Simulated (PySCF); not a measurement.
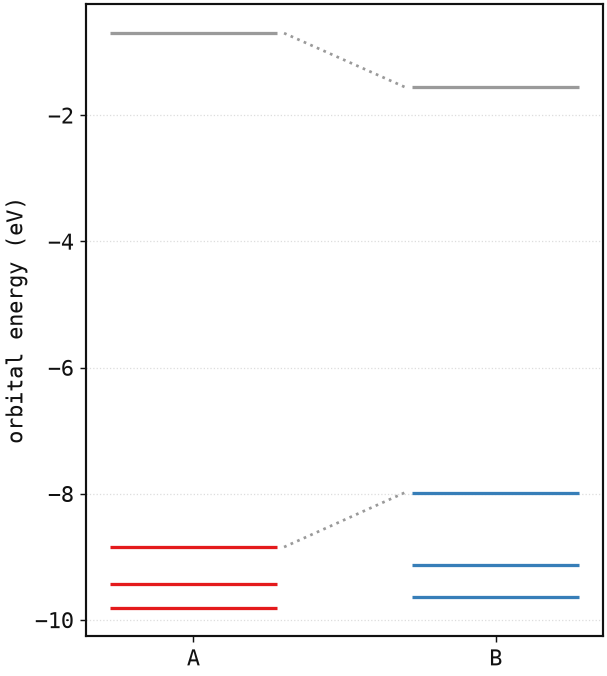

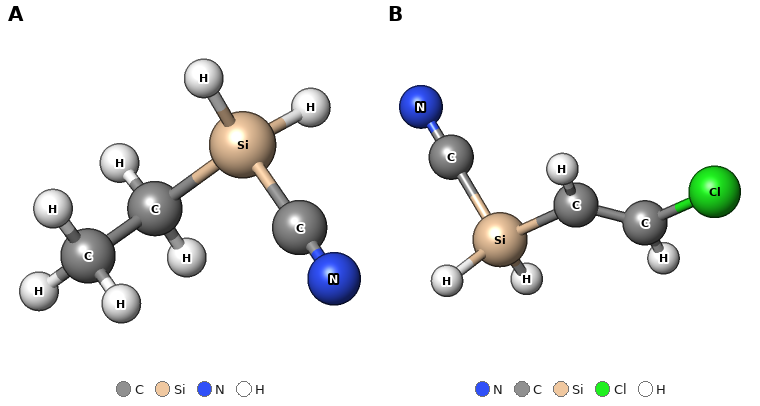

Related molecules: A is C₃H₇NSi, SMILES CC[SiH2]C#N; B is C₃H₄ClNSi, SMILES N#C[SiH2]/C=C/Cl. Frontier orbital energies, B3LYP/def2-SVPD with PySCF 2.14.0, at a GFN2-xTB geometry (no frequency check); drawn are at most three filled levels and, in grey, the LUMO with any level within 0.03 eV of it; dotted lines join the HOMOs and the LUMOs.

> What does the change do to the frontier levels?

From A to B the HOMO rises by 0.86 eV and the LUMO falls by 0.86 eV, so the separation goes from 8.15 to 6.43 eV.

Caveats, for all or some of the runs: one conformer of a flexible molecule; the tight-binding geometry is rougher than a DFT one and adds to the error.
